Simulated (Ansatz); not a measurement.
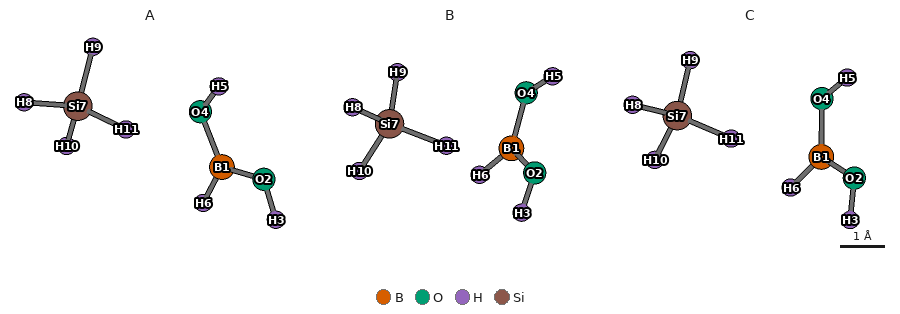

3 geometries from one relaxation of BSiH₇O₂, in shuffled order. The picture is a ball-and-stick view, seen at a tilt.

The run prepares an end point of a later path (reaction) calculation, from a guessed geometry.

Theory: Ansatz 0.2.0, RKS B3LYP-D4/6-31G*. (no spin polarisation; force threshold 0.03 eV/Å; at most 50 steps)

Q: Order the frames from highest to lowest energy.

A: B, C, A. They are steps 0, 11, 25, at +0.250 eV, +0.046 eV relative to the last. H3 moves most after the best rigid fit: 1.34 Å. Largest moves by element: H 1.34 Å, O 0.75 Å, Si 0.50 Å, B 0.50 Å. Among the contacts that change: B1–O2 1.389 → 1.367 Å, Si7–H11 1.470 → 1.486 Å, Si7–H10 1.490 → 1.483 Å, B1–O4 1.357 → 1.363 Å. The energy falls by 0.250 eV in 22 accepted moves (25 points after the start). The largest force component goes from 0.72 to 0.026 eV/Å. The line search rejected the trial steps at points 3, 17, 24 of the run. The forces were under the threshold at step 7, but the run went on from there. The run took 44 s on 2 threads of Arm Neoverse V2 (shared host), peak memory 0.15 GiB.

Limits of the set-up: the start holds two separate molecules, 2.2 Å apart at their closest, whose relative position is a soft coordinate.
